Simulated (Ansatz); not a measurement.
## Geometry relaxation of CH₈GeSSi (part 1 of 3)

System: CH₈GeSSi.
Method: RKS PBE0-D4/def2-SVP (Ansatz 0.2.0).

It belongs to a series of runs on one base structure; here: end point B relaxed. Figures and captions count atoms from 1; the log counts them from 0 in places.

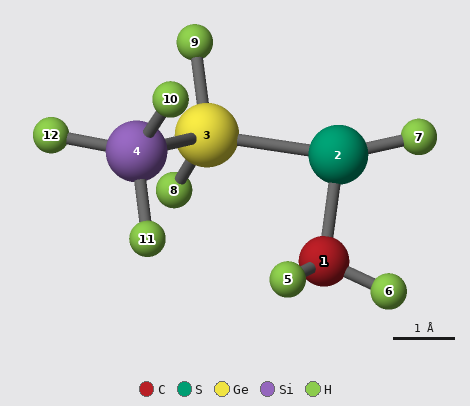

Figure 1. The structure as given in the input (ball-and-stick view, seen at a tilt; atoms are numbered from 1 in the order of the input). Sticks mark near contacts.

**The input**
```yaml
crystal:
  periodic: [false, false, false]
  atoms:
    - { symbol: C, position_ang: [-1.5216, 1.3197, -0.2047] }
    - { symbol: S, position_ang: [-0.4685, 1.5053, 1.2194] }
    - { symbol: Ge, position_ang: [0.1648, -0.6131, 1.1008] }
    - { symbol: Si, position_ang: [1.6548, -0.9045, -0.7193] }
    - { symbol: H, position_ang: [-0.9844, 1.0988, -1.1416] }
    - { symbol: H, position_ang: [-2.0749, 2.3541, -0.3837] }
    - { symbol: H, position_ang: [-0.79744, 2.64511, 1.92441] }
    - { symbol: H, position_ang: [-0.9973, -1.5289, 0.9894] }
    - { symbol: H, position_ang: [0.9873, -0.9508, 2.4452] }
    - { symbol: H, position_ang: [2.7302, 0.0001, -0.591] }
    - { symbol: H, position_ang: [0.8229, -0.6297, -1.928] }
    - { symbol: H, position_ang: [2.0784, -2.2973, -0.7265] }
basis:
  gaussian: { orbitals: def2-SVP }
hamiltonian:
  xc: pbe0
  dispersion: d4
relax:
  f_tol: 0.02
  max_steps: 50
```

Command:
```bash
ansatz run input.yaml --threads 2 --pin off --max-ram 3072MiB --backend cpu --events-out ev --progress --plain --runs-dir out
```

**The program's output**
```
The last accepted step is kept in [file] (removed where the run ends without a failure and the disk answers)
Engine: ansatz 0.2.0, x86_64-unknown-linux-gnu
Functional definition: PBE0
  parameter a = 0.25
  parameter kappa = 0.804
  parameter beta = 0.06672455060314922
  exchange = (1 - a)*pbe_x(kappa = kappa, mu = beta*pi^2/3) + a*exact_x
  correlation = pbe_c(beta = beta)
1291 factors; integrals over basis functions are off by at most 4.4e-4 eV
mean field evaluation 1: about -76358.3066 eV, gradient 4.7e1 eV
mean field evaluation 2: about -76329.6332 eV, gradient 9.0e1 eV
mean field evaluation 4: about -76363.9265 eV, gradient 7.2e0 eV
mean field evaluation 8: about -76364.1077 eV, gradient 5.5e-1 eV
mean field evaluation 16: about -76364.1229 eV, gradient 1.3e-4 eV
mean field -76364.12288325 eV, -2806.3297544978 hartree, gradient 4.5e-5 eV, S^2 0.000000; 0 other end points of the search recorded, 0 dependent functions left out
the calculation of the forces begins
reference -76364.12291355 eV, -2806.3297556115 hartree; 38, 38 occupied and 84, 84 virtual orbitals, 1291 factors
relax step   1: F+E_penalty+E_count = -76364.38656867 eV  Δ(F+E_penalty+E_count) = +0.000e0 eV  max|allowed force component| = 2.251e0 eV/Å  Δτ_max = 0.0000 Å  (30 SCF iters, accepted)
these checks for a lower state are left out or cut short: starts, cluster_reference, orbital_swaps, neighbouring_geometries, increment
1291 factors; integrals over basis functions are off by at most 4.9e-4 eV
mean field -76364.89016919 eV, -2806.3579517362 hartree, gradient 1.9e-5 eV, S^2 0.000000; 0 other end points of the search recorded, 0 dependent functions left out
[... from here on the field's lines of each further geometry are left out, up to the last ...]
relax step   2: F+E_penalty+E_count = -76365.15340581 eV  Δ(F+E_penalty+E_count) = -7.668e-1 eV  max|allowed force component| = 1.083e0 eV/Å  Δτ_max = 0.1948 Å  (38 SCF iters, accepted)
relax step   3: F+E_penalty+E_count = -76365.63064820 eV  Δ(F+E_penalty+E_count) = -4.772e-1 eV  max|allowed force component| = 9.950e-1 eV/Å  Δτ_max = 0.1911 Å  (35 SCF iters, accepted)
relax step   4: F+E_penalty+E_count = -76365.98599970 eV  Δ(F+E_penalty+E_count) = -3.554e-1 eV  max|allowed force component| = 1.081e0 eV/Å  Δτ_max = 0.1950 Å  (31 SCF iters, accepted)
relax step   5: F+E_penalty+E_count = -76366.24385885 eV  Δ(F+E_penalty+E_count) = -2.579e-1 eV  max|allowed force component| = 1.071e0 eV/Å  Δτ_max = 0.1976 Å  (29 SCF iters, accepted)
relax step   6: F+E_penalty+E_count = -76366.45686375 eV  Δ(F+E_penalty+E_count) = -2.130e-1 eV  max|allowed force component| = 7.559e-1 eV/Å  Δτ_max = 0.2000 Å  (29 SCF iters, accepted)
relax step   7: F+E_penalty+E_count = -76366.62011701 eV  Δ(F+E_penalty+E_count) = -1.633e-1 eV  max|allowed force component| = 7.965e-1 eV/Å  Δτ_max = 0.1999 Å  (29 SCF iters, accepted)
relax step   8: F+E_penalty+E_count = -76366.76811167 eV  Δ(F+E_penalty+E_count) = -1.480e-1 eV  max|allowed force component| = 5.144e-1 eV/Å  Δτ_max = 0.1997 Å  (29 SCF iters, accepted)
relax step   9: F+E_penalty+E_count = -76366.86829119 eV  Δ(F+E_penalty+E_count) = -1.002e-1 eV  max|allowed force component| = 3.119e-1 eV/Å  Δτ_max = 0.2000 Å  (29 SCF iters, accepted)
relax step  10: F+E_penalty+E_count = -76366.93189727 eV  Δ(F+E_penalty+E_count) = -6.361e-2 eV  max|allowed force component| = 2.319e-1 eV/Å  Δτ_max = 0.2000 Å  (29 SCF iters, accepted)
relax step  11: F+E_penalty+E_count = -76366.95609425 eV  Δ(F+E_penalty+E_count) = -2.420e-2 eV  max|allowed force component| = 4.037e-1 eV/Å  Δτ_max = 0.1949 Å  (29 SCF iters, accepted)
relax step  12: F+E_penalty+E_count = -76366.97310247 eV  Δ(F+E_penalty+E_count) = -1.701e-2 eV  max|allowed force component| = 2.633e-1 eV/Å  Δτ_max = 0.1288 Å  (29 SCF iters, accepted)
relax step  13: F+E_penalty+E_count = -76366.97465624 eV  Δ(F+E_penalty+E_count) = -1.554e-3 eV  max|allowed force component| = 3.079e-1 eV/Å  Δτ_max = 0.1831 Å  (29 SCF iters, accepted)
relax step  14: F+E_penalty+E_count = -76366.98066411 eV  Δ(F+E_penalty+E_count) = -6.008e-3 eV  max|allowed force component| = 2.120e-1 eV/Å  Δτ_max = 0.1451 Å  (30 SCF iters, accepted)
relax step  15: F+E_penalty+E_count = -76366.99691373 eV  Δ(F+E_penalty+E_count) = -1.625e-2 eV  max|allowed force component| = 1.003e-1 eV/Å  Δτ_max = 0.0712 Å  (26 SCF iters, accepted)
relax step  16: F+E_penalty+E_count = -76366.98968105 eV  Δ(F+E_penalty+E_count) = +7.233e-3 eV  max|allowed force component| = 2.881e-1 eV/Å  Δτ_max = 0.0769 Å  (26 SCF iters, rejected (line search))
relax step  17: F+E_penalty+E_count = -76366.99963001 eV  Δ(F+E_penalty+E_count) = -2.716e-3 eV  max|allowed force component| = 4.023e-2 eV/Å  Δτ_max = 0.0372 Å  (26 SCF iters, accepted)
relax step  18: F+E_penalty+E_count = -76367.00090703 eV  Δ(F+E_penalty+E_count) = -1.277e-3 eV  max|allowed force component| = 8.879e-2 eV/Å  Δτ_max = 0.0457 Å  (26 SCF iters, accepted)
relax step  19: F+E_penalty+E_count = -76367.00189021 eV  Δ(F+E_penalty+E_count) = -9.832e-4 eV  max|allowed force component| = 7.952e-2 eV/Å  Δτ_max = 0.0371 Å  (27 SCF iters, accepted)
relax step  20: F+E_penalty+E_count = -76367.00306893 eV  Δ(F+E_penalty+E_count) = -1.179e-3 eV  max|allowed force component| = 9.929e-2 eV/Å  Δτ_max = 0.0535 Å  (25 SCF iters, accepted)
relax step  21: F+E_penalty+E_count = -76367.00564499 eV  Δ(F+E_penalty+E_count) = -2.576e-3 eV  max|allowed force component| = 1.466e-1 eV/Å  Δτ_max = 0.0822 Å  (29 SCF iters, accepted)
relax step  22: F+E_penalty+E_count = -76367.01185803 eV  Δ(F+E_penalty+E_count) = -6.213e-3 eV  max|allowed force component| = 1.768e-1 eV/Å  Δτ_max = 0.0734 Å  (29 SCF iters, accepted)
relax step  23: F+E_penalty+E_count = -76367.02835509 eV  Δ(F+E_penalty+E_count) = -1.650e-2 eV  max|allowed force component| = 2.161e-1 eV/Å  Δτ_max = 0.0908 Å  (30 SCF iters, accepted)
relax step  24: F+E_penalty+E_count = -76367.05876637 eV  Δ(F+E_penalty+E_count) = -3.041e-2 eV  max|allowed force component| = 3.191e-1 eV/Å  Δτ_max = 0.0770 Å  (29 SCF iters, accepted)
relax step  25: F+E_penalty+E_count = -76367.08889729 eV  Δ(F+E_penalty+E_count) = -3.013e-2 eV  max|allowed force component| = 3.508e-1 eV/Å  Δτ_max = 0.1015 Å  (29 SCF iters, accepted)
relax step  26: F+E_penalty+E_count = -76367.16857228 eV  Δ(F+E_penalty+E_count) = -7.967e-2 eV  max|allowed force component| = 7.056e-1 eV/Å  Δτ_max = 0.1958 Å  (30 SCF iters, accepted)
relax step  27: F+E_penalty+E_count = -76367.20811869 eV  Δ(F+E_penalty+E_count) = -3.955e-2 eV  max|allowed force component| = 1.988e0 eV/Å  Δτ_max = 0.1927 Å  (30 SCF iters, accepted)
relax step  28: F+E_penalty+E_count = -76367.36532056 eV  Δ(F+E_penalty+E_count) = -1.572e-1 eV  max|allowed force component| = 4.705e-1 eV/Å  Δτ_max = 0.1947 Å  (29 SCF iters, accepted)
relax step  29: F+E_penalty+E_count = -76367.53334427 eV  Δ(F+E_penalty+E_count) = -1.680e-1 eV  max|allowed force component| = 6.966e-1 eV/Å  Δτ_max = 0.1997 Å  (30 SCF iters, accepted)
relax step  30: F+E_penalty+E_count = -76367.73285267 eV  Δ(F+E_penalty+E_count) = -1.995e-1 eV  max|allowed force component| = 7.118e-1 eV/Å  Δτ_max = 0.1990 Å  (28 SCF iters, accepted)
relax step  31: F+E_penalty+E_count = -76367.97725311 eV  Δ(F+E_penalty+E_count) = -2.444e-1 eV  max|allowed force component| = 6.846e-1 eV/Å  Δτ_max = 0.1937 Å  (28 SCF iters, accepted)
relax step  32: F+E_penalty+E_count = -76368.14733478 eV  Δ(F+E_penalty+E_count) = -1.701e-1 eV  max|allowed force component| = 7.203e-1 eV/Å  Δτ_max = 0.1969 Å  (27 SCF iters, accepted)
relax step  33: F+E_penalty+E_count = -76368.22864381 eV  Δ(F+E_penalty+E_count) = -8.131e-2 eV  max|allowed force component| = 6.074e-1 eV/Å  Δτ_max = 0.1933 Å  (28 SCF iters, accepted)
relax step  34: F+E_penalty+E_count = -76368.21261313 eV  Δ(F+E_penalty+E_count) = +1.603e-2 eV  max|allowed force component| = 4.775e-1 eV/Å  Δτ_max = 0.2000 Å  (27 SCF iters, rejected (line search))
relax step  35: F+E_penalty+E_count = -76368.27623922 eV  Δ(F+E_penalty+E_count) = -4.760e-2 eV  max|allowed force component| = 1.387e-1 eV/Å  Δτ_max = 0.0976 Å  (27 SCF iters, accepted)
relax step  36: F+E_penalty+E_count = -76368.28105407 eV  Δ(F+E_penalty+E_count) = -4.815e-3 eV  max|allowed force component| = 1.622e-1 eV/Å  Δτ_max = 0.0999 Å  (24 SCF iters, accepted)
relax step  37: F+E_penalty+E_count = -76368.28261308 eV  Δ(F+E_penalty+E_count) = -1.559e-3 eV  max|allowed force component| = 1.115e-1 eV/Å  Δτ_max = 0.1359 Å  (28 SCF iters, accepted)
relax step  38: F+E_penalty+E_count = -76368.28649381 eV  Δ(F+E_penalty+E_count) = -3.881e-3 eV  max|allowed force component| = 8.328e-2 eV/Å  Δτ_max = 0.0987 Å  (24 SCF iters, accepted)
the calculation of the forces begins
reference -76368.01105199 eV, -2806.4726420635 hartree; 38, 38 occupied and 84, 84 virtual orbitals, 1291 factors
relax step  39: F+E_penalty+E_count = -76368.28852715 eV  Δ(F+E_penalty+E_count) = -2.033e-3 eV  max|allowed force component| = 1.640e-2 eV/Å  Δτ_max = 0.0445 Å  (24 SCF iters, accepted)
```

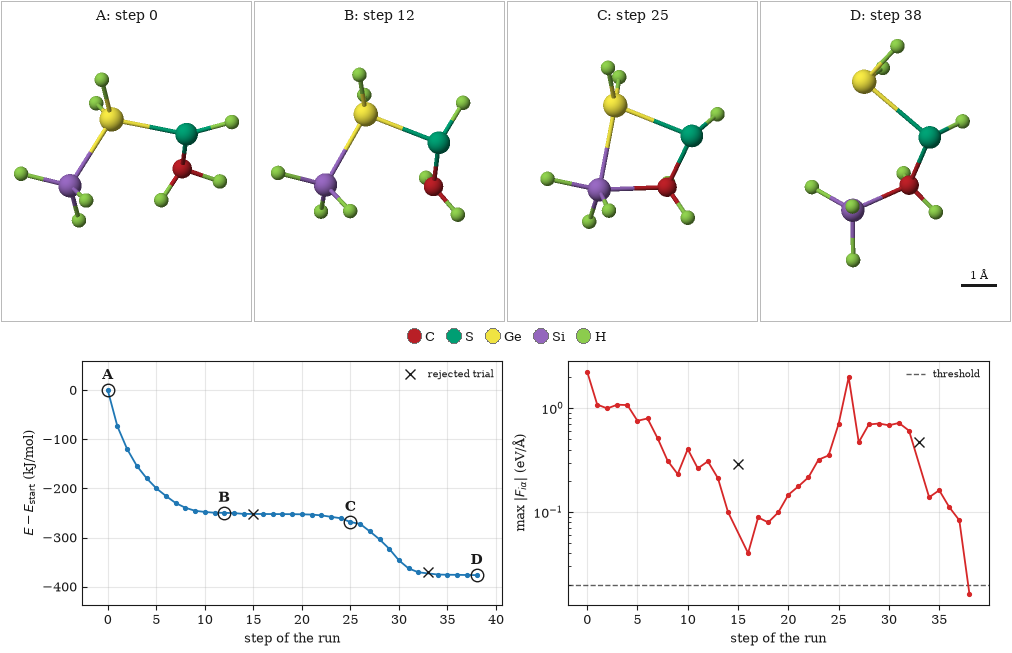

Figure 2. Frames of the relaxation (ball-and-stick view, seen at an oblique angle) above the curves, on which the letters mark them (the first geometry is step 0 here and step 1 in the log).

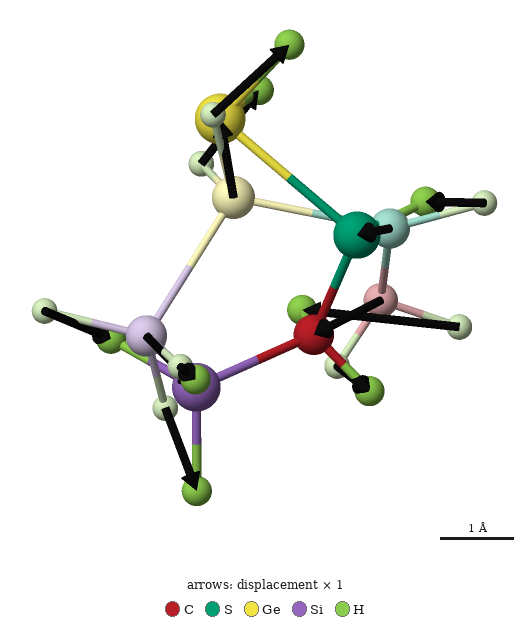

Figure 3. Start (faint) and end (solid) with the displacements as black arrows, at true length (ball-and-stick view, seen at an oblique angle). The two geometries are laid on each other by the best rigid fit. The energy falls by 376.5 kJ/mol in 38 geometry steps. Largest force component: 2.3 eV/Å at the start, 0.016 eV/Å at the end. The line search rejected the trial steps at points 15, 33 (counted from 0) and went back. The largest move after the best rigid fit is that of H6, 2.20 Å. By element the largest moves are H 2.20 Å, C 1.37 Å, Ge 1.14 Å, Si 1.14 Å, S 0.63 Å. Among the contacts that change: C1–Si4 3.912 → 1.912 Å, Ge3–Si4 2.370 → 3.743 Å, S2–Ge3 2.214 → 2.499 Å, Ge3–H8 1.484 → 1.597 Å. New bonds form: C1–Si4 (3.91 → 1.91 Å). Bonds break: Ge3–Si4 (2.37 → 3.74 Å). Among the angles that change: Ge3–S2–H7 152.3° → 105.5°, S2–Ge3–H8 111.7° → 88.5°, S2–Ge3–H9 107.6° → 85.6°. (Atoms are counted from 1 in the order of the input.)

```
1291 factors; integrals over basis functions are off by at most 8.7e-4 eV
mean field -76368.01102031 eV, -2806.4726408993 hartree, gradient 6.5e-5 eV, S^2 0.000000; 1 other end points of the search recorded, 0 dependent functions left out
the calculation of the forces begins
reference -76368.01105199 eV, -2806.4726420635 hartree; 38, 38 occupied and 84, 84 virtual orbitals, 1291 factors
Total energy: -76368.28855883 eV, -2806.4828402517 hartree
Atom 0 at    -0.389995     0.812773    -0.549925 Å, force    -0.014747     0.012167     0.016399 eV/Å
Atom 1 at     0.105733     1.262800     1.135737 Å, force    -0.007825    -0.011552    -0.014241 eV/Å
Atom 2 at     0.474070    -0.983969     2.166137 Å, force     0.002692     0.009158     0.002411 eV/Å
Atom 3 at     0.970914    -0.179348    -1.455182 Å, force     0.015497    -0.011415    -0.012282 eV/Å
Atom 4 at    -0.595592     1.739173    -1.108000 Å, force     0.004248    -0.005405     0.006184 eV/Å
Atom 5 at    -1.310887     0.210916    -0.511897 Å, force    -0.000478    -0.000320    -0.008778 eV/Å
Atom 6 at    -1.100537     1.676543     1.592739 Å, force     0.009598     0.001139     0.007123 eV/Å
Atom 7 at    -1.109394    -1.125229     2.320864 Å, force     0.002239     0.000796    -0.001375 eV/Å
Atom 8 at     0.626484    -0.194610     3.539872 Å, force    -0.004583    -0.000154     0.001379 eV/Å
Atom 9 at     2.311987     0.286446    -0.997539 Å, force    -0.007004     0.002123    -0.001106 eV/Å
Atom 10 at     0.799826     0.134949    -2.907458 Å, force     0.002596    -0.003756     0.008896 eV/Å
Atom 11 at     0.811653    -1.641635    -1.240937 Å, force    -0.002231     0.007219    -0.004610 eV/Å
Dipole moment:    -0.384871     0.523853    -0.516755 e Å
```

**Trajectory as extended XYZ (Å, eV, eV/Å), 39 frames, from step=1 to step=39**
```
12
Properties=species:S:1:pos:R:3:forces:R:3 step=1 energy=-76364.38657
C    -1.5216    1.3197   -0.2047   -1.6601   1.5311  -0.9903
S    -0.4685    1.5053    1.2194   -0.4684   1.2010  -0.8248
Ge    0.1648   -0.6131    1.1008    1.3944  -1.0572   1.4322
Si    1.6548   -0.9045   -0.7193   -1.8052  -0.0552  -0.4307
H    -0.9844    1.0988   -1.1416    0.7894   0.6104   0.2596
H    -2.0749    2.3541   -0.3837    0.6611  -2.2506   0.5482
H    -0.7974    2.6451    1.9244    0.6815  -0.3386   0.4537
H    -0.9973   -1.5289    0.9894   -0.9375  -0.3458   0.1189
H     0.9873   -0.9508    2.4452   -0.4958   0.3820  -0.6189
H     2.7302    0.0001   -0.5910    1.3751   1.0368   0.0918
H     0.8229   -0.6297   -1.9280    0.1912  -0.0107  -0.1105
H     2.0784   -2.2973   -0.7265    0.2741  -0.7032   0.0707
12
Properties=species:S:1:pos:R:3:forces:R:3 step=2 energy=-76365.15341
C    -1.5469    1.2906   -0.2688   -0.3164   0.4280  -1.0833
S    -0.4765    1.5041    1.1419    0.0476   0.5571  -0.4939
Ge    0.1764   -0.6700    1.1652    0.1311  -0.0362   0.5230
Si    1.6164   -0.8820   -0.7293   -0.6936  -0.0889  -0.0833
H    -0.8780    1.2590   -1.1721   -0.0581   0.6137   0.5567
H    -2.1614    2.2370   -0.3553    0.1152  -1.0509   0.1607
H    -0.6983    2.6002    1.9637    0.4764  -0.6665   0.2053
H    -1.0715   -1.5268    1.0541   -0.2874  -0.0102   0.1417
H     0.9703   -0.9151    2.4757   -0.0331   0.0640   0.0106
H     2.7559    0.0229   -0.6056    0.4641   0.3712   0.0532
H     0.8377   -0.6262   -1.9728    0.0475   0.0204  -0.0092
H     2.0701   -2.2950   -0.7121    0.1067  -0.2017   0.0185
12
Properties=species:S:1:pos:R:3:forces:R:3 step=3 energy=-76365.63065
C    -1.5485    1.2696   -0.3528    0.4123   0.3825  -0.8356
S    -0.4138    1.5281    1.0082    0.6862   0.4681  -0.0514
Ge    0.1731   -0.6763    1.2264   -0.2665   0.2316   0.0179
Si    1.5802   -0.8751   -0.7104   -0.0460  -0.1377   0.1305
H    -0.8448    1.4396   -1.2252   -0.5738   0.3397   0.5440
H    -2.2573    2.1236   -0.3405   -0.1860  -0.4702   0.0531
H    -0.6157    2.4767    2.0250   -0.0152  -0.9950  -0.3392
H    -1.1128   -1.5024    1.1065   -0.0419   0.0892   0.1674
H     0.9772   -0.9087    2.5122    0.1127  -0.0440   0.2724
H     2.7568    0.0357   -0.5923   -0.0353   0.0409   0.0316
H     0.8293   -0.6186   -1.9684   -0.0338   0.0383   0.0153
H     2.0705   -2.2934   -0.7044   -0.0127   0.0566  -0.0060
```
